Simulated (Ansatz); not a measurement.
**CH5FOSi (SMILES C[SiH](O)F): BCCD(T)/def2-SVP**

Aim: the energy change on altering one bond length of CH5FOSi at BCCD(T)/def2-SVP, from 2 runs. 

Program for the calculation: Ansatz 0.2.0.

127 further runs of the same task are left out: 127 set aside as unsound or not needed.

**1. Starting point**

CH5FOSi: 9 atoms, total charge 0, spin state singlet. SMILES: `C[SiH](O)F`. Geometry: relaxed at PBE0-D4/def2-TZVP. This is one conformer, not always the lowest.

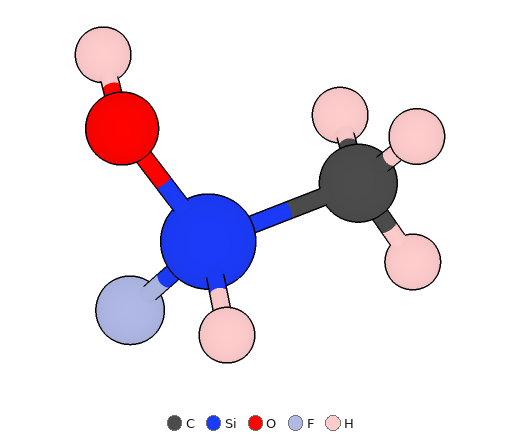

Viewed from a chosen angle; carbon dark grey, silicon blue, oxygen red, fluorine light blue, hydrogen pink.

**2. A single-point energy at BCCD(T)/def2-SVP**

Input file job.yaml:

```yaml
basis:
  gaussian:
    orbitals: def2-SVP
crystal:
  periodic: [false, false, false]
  atoms:
    - {symbol: C, position_ang: [-1.059200, 0.382700, 0.202100]}
    - {symbol: Si, position_ang: [0.598700, -0.059400, -0.491700]}
    - {symbol: O, position_ang: [1.699800, -0.426000, 0.658800]}
    - {symbol: F, position_ang: [0.386100, -1.319200, -1.457200]}
    - {symbol: H, position_ang: [-1.759300, 0.624200, -0.601500]}
    - {symbol: H, position_ang: [-0.982100, 1.251700, 0.860100]}
    - {symbol: H, position_ang: [-1.484000, -0.445000, 0.776700]}
    - {symbol: H, position_ang: [1.214000, 1.018000, -1.292600]}
    - {symbol: H, position_ang: [1.474600, -1.073100, 1.328200]}
scf:
  omitted_lower_state_checks: [cluster_reference, increment]
correlation:
  method: bccd_t
  frozen_orbitals: {C: 1, F: 1, H: 0, O: 1, Si: 5}
accuracy: high
```

The run is started by

```
$ ansatz run job.yaml --threads 1 --pin off --max-ram 3480MiB --events-out events.jsonl --progress --plain --runs-dir runs
```

The program printed (excerpt; [...] marks lines left out):

```text
Warning: RAYON_NUM_THREADS=1 ignored (pool sized by the plan → 1); use --threads N
Functional definition: HF
  name "HF"
[...]
1896 factors; integrals over basis functions are off by at most 3.6e-9 eV
[...]
mean field -13711.15156789 eV, -503.8755263677 hartree, gradient 8.2e-9 eV, S^2 0.000000; 0 other end points of the search recorded, 0 dependent functions left out
8 core orbitals not correlated: weight in the atoms' cores, before any rotation towards them, 1.000 or more for the frozen orbitals, at most 0.000 for the correlated occupied ones
reference -13711.15156789 eV, -503.8755263677 hartree; 13, 13 occupied and 64, 64 virtual orbitals, 1896 factors
second order -16.69678132 eV of doubles, -0.00000000 eV of singles
cycle   1  -17.15939851 eV  change   -4.6e-1 eV  update   8.5e-2
[...]
cycle  19  -17.59242515 eV  change    1.0e-9 eV  update   2.2e-9
perturbative correction -0.38228545 eV, -0.0140487312 hartree
Total energy: -13729.12627849 eV, -504.5360847985 hartree
Checks for a lower state left out: cluster_reference, increment
```

Wall time 23 s (1 thread of Arm Neoverse V1, shared host); peak memory 0.64 GiB.

**3. The distorted shape, same level**

Input file input.yaml:

```yaml
basis:
  gaussian:
    orbitals: def2-SVP
crystal:
  periodic: [false, false, false]
  atoms:
    - {symbol: C, position_ang: [-1.389528, 0.492679, -0.143048]}
    - {symbol: Si, position_ang: [0.268372, 0.050579, -0.836848]}
    - {symbol: O, position_ang: [1.699800, -0.426000, 0.658800]}
    - {symbol: F, position_ang: [0.055772, -1.209221, -1.802348]}
    - {symbol: H, position_ang: [-2.089628, 0.734179, -0.946648]}
    - {symbol: H, position_ang: [-1.312428, 1.361679, 0.514952]}
    - {symbol: H, position_ang: [-1.814328, -0.335021, 0.431552]}
    - {symbol: H, position_ang: [0.883672, 1.127979, -1.637748]}
    - {symbol: H, position_ang: [1.474600, -1.073100, 1.328200]}
correlation:
  method: bccd_t
  frozen_orbitals: {C: 1, F: 1, H: 0, O: 1, Si: 5}
accuracy: high
scf:
  omitted_lower_state_checks: [cluster_reference, increment]
```

The run is started by

```
$ ansatz run input.yaml --threads 1 --pin off --max-ram 3480MiB --events-out events.jsonl --progress --plain --runs-dir runs
```

The program printed (excerpt; [...] marks lines left out):

```text
Warning: RAYON_NUM_THREADS=1 ignored (pool sized by the plan → 1); use --threads N
Functional definition: HF
  name "HF"
[...]
1874 factors; integrals over basis functions are off by at most 3.6e-9 eV
[...]
mean field -13709.09630292 eV, -503.7999967731 hartree, gradient 1.0e-8 eV, S^2 0.000000; 0 other end points of the search recorded, 0 dependent functions left out
8 core orbitals not correlated: weight in the atoms' cores, before any rotation towards them, 1.000 or more for the frozen orbitals, at most 0.000 for the correlated occupied ones
reference -13709.09630292 eV, -503.7999967731 hartree; 13, 13 occupied and 64, 64 virtual orbitals, 1874 factors
second order -16.95531353 eV of doubles, -0.00000000 eV of singles
cycle   1  -17.32192519 eV  change   -3.7e-1 eV  update   1.0e-1
[...]
cycle  23  -17.82472289 eV  change  -2.7e-10 eV  update   1.2e-9
perturbative correction -0.44127065 eV, -0.0162163974 hartree
Total energy: -13727.36229647 eV, -504.4712596548 hartree
Checks for a lower state left out: cluster_reference, increment
```

It took 26 s on 1 thread of Arm Neoverse V1, shared host; peak memory 0.64 GiB.

**4. Summary of results**

At BCCD(T)/def2-SVP, 8 core orbitals frozen:

| quantity | value |
| --- | --- |
| first shape: total energy | -504.53608 Eh |
| first shape: correlation energy (8 core orbitals frozen) | -660.6 mEh |
| first shape: (T) correction | -14.05 mEh |
| distorted shape: total energy | -504.47126 Eh |
| distorted shape: correlation energy (8 core orbitals frozen) | -671.3 mEh |
| distorted shape: (T) correction | -16.22 mEh |
| energy change with the Si2–O3 bond stretched from 1.634 to 2.124 Å | 1.764 eV |

In words: With the Si2–O3 bond stretched from 1.634 to 2.124 Å the energy rises by 1.76 eV (41 kcal/mol). The first shape isn't relaxed at this level, so the change isn't measured from a minimum. The triples (first shape) make up 2.1 % of the correlation energy. The triples (distorted shape) make up 2.4 % of the correlation energy.
